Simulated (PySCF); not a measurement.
**C₄H₇FSi₂ (SMILES FC1=C[SiH2]C=C[SiH2]1): density, localisation and related maps**

```yaml
atoms:
  - { symbol: F, position_ang: [-0.0630, -2.9647, -0.2508] }
  - { symbol: C, position_ang: [-0.1238, -1.6031, -0.1302] }
  - { symbol: C, position_ang: [-1.3155, -1.0360, 0.0029] }
  - { symbol: Si, position_ang: [-1.5584, 0.8138, 0.1768] }
  - { symbol: C, position_ang: [0.1144, 1.6771, 0.1346] }
  - { symbol: C, position_ang: [1.2964, 1.0772, 0.0001] }
  - { symbol: Si, position_ang: [1.5761, -0.7730, -0.1784] }
  - { symbol: H, position_ang: [-2.1929, -1.6724, 0.0108] }
  - { symbol: H, position_ang: [-2.3914, 1.3080, -0.9309] }
  - { symbol: H, position_ang: [-2.2279, 1.1060, 1.4539] }
  - { symbol: H, position_ang: [0.0907, 2.7592, 0.2292] }
  - { symbol: H, position_ang: [2.1942, 1.6888, -0.0101] }
  - { symbol: H, position_ang: [2.2164, -1.0878, -1.4628] }
  - { symbol: H, position_ang: [2.3840, -1.2935, 0.9327] }
```

Geometry: GFN2-xTB.

Method: PBE0/pcSseg-1, SCF density, gas phase, non-relativistic (PySCF 2.14.0).

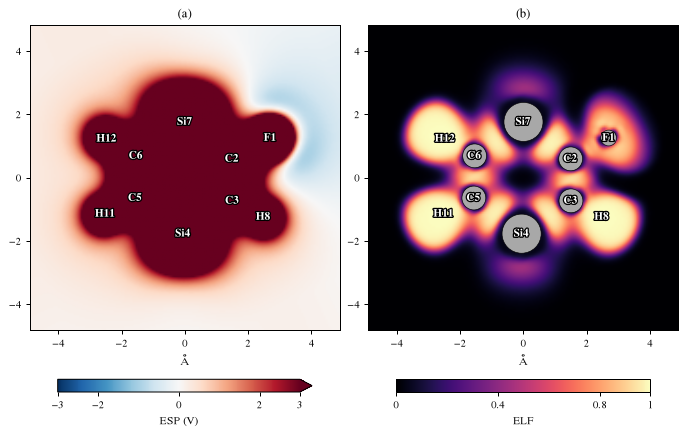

Figure 1. (a) electrostatic potential; (b) electron localisation function on the plane of atoms Si7, C6 and H12. Grey discs cover the atomic cores in the ELF map.

Question: What do the fields say about this system?

Answer: The section cuts through F, C, Si and H sites.
C–C (1.33 Å): the ELF peaks at about 0.95 between the atoms (a multiple bond).
C–F (1.37 Å): the ELF peaks at about 0.85 between the atoms; a shared but strongly polarised pair.
C–Si (1.87 Å): the ELF peaks at about 0.95 between the atoms, as expected for localised, covalent bonding.
C–H (1.08 Å): the ELF climbs to about 1 towards the hydrogen, as it does in any bond to H; an ordinary covalent bond to hydrogen.
The ELF also peaks beside F1, away from the bonds: lone-pair regions.
Outside the dense part of the molecule the potential is most negative (−1.0 V) near F1.

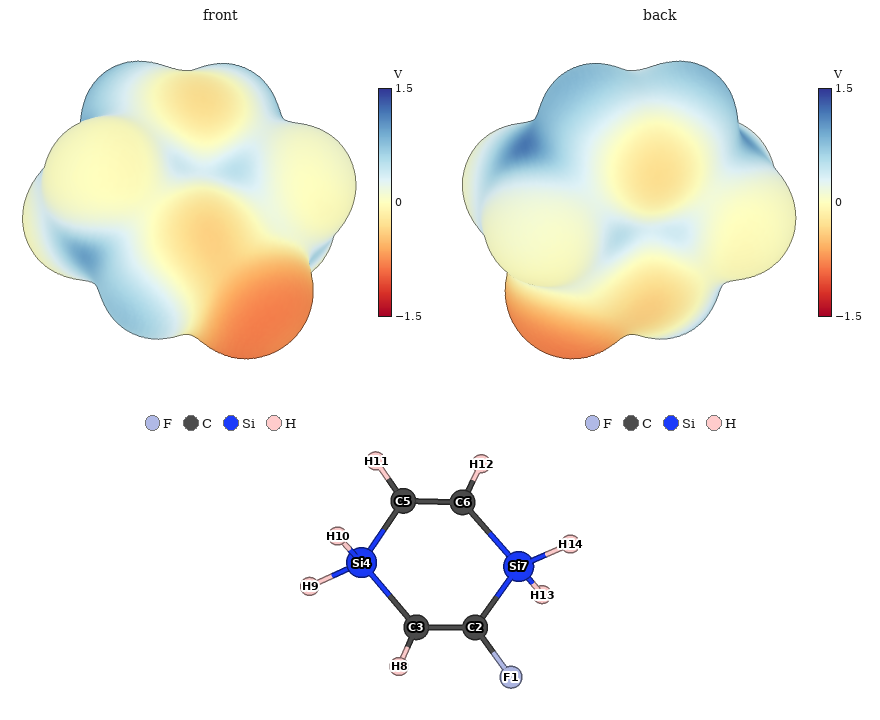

Figure 2. The molecular electrostatic potential painted on the density surface at 0.001 e/bohr³, seen from the front and from behind; red is negative and blue positive. The bare structure is drawn below in the same view.

Question: Describe the electrostatic potential map.

Answer: The most negative region (about −0.8 V, or −18 kcal/mol for a unit charge) lies over F1, the most positive (about +1.1 V, or +25 kcal/mol for a unit charge) over Si7.

Question: What dipole moment does the calculation give?

Answer: Its dipole moment is 1.85 D.
